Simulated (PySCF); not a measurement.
Bi(Br)(Me)2, SMILES [CH3][Bi]([CH3])[Br] (C₂H₆BiBr) at its B3LYP/def2-SVP optimised geometry (Å):

```
10

Bi    -1.2107    -0.8263     0.0000
Br    -1.4455     1.8340     0.0000
C     -1.3256    -1.0376    -2.2834
H     -2.3666    -0.8995    -2.6061
H     -0.9753    -2.0435    -2.5618
H     -0.6846    -0.2715    -2.7394
C      1.0854    -0.8263     0.0000
H      1.4455    -0.5592     1.0030
H      1.4371    -0.0906    -0.7353
H      1.4369    -1.8340    -0.2701
```

Level of theory: B3LYP/def2-TZVP, def2 effective core potentials past Kr (PySCF). The core electrons that the potentials of Bi replace are not part of the density. Cells within 0.4 Å of a nucleus heavier than hydrogen are left out (blank, or x).

Map of the LUMO amplitude (bohr^(-3/2)) on the plane z = 0.0 Å; orbital energy -1.96 eV, overall sign arbitrary:

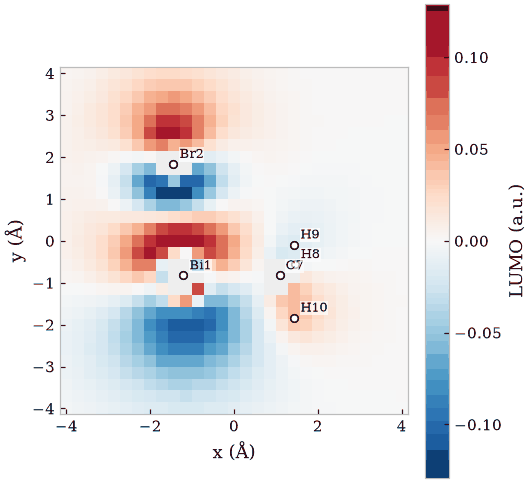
Fig. 1. LUMO amplitude (bohr^(-3/2)) on the plane z = 0.0 Å.
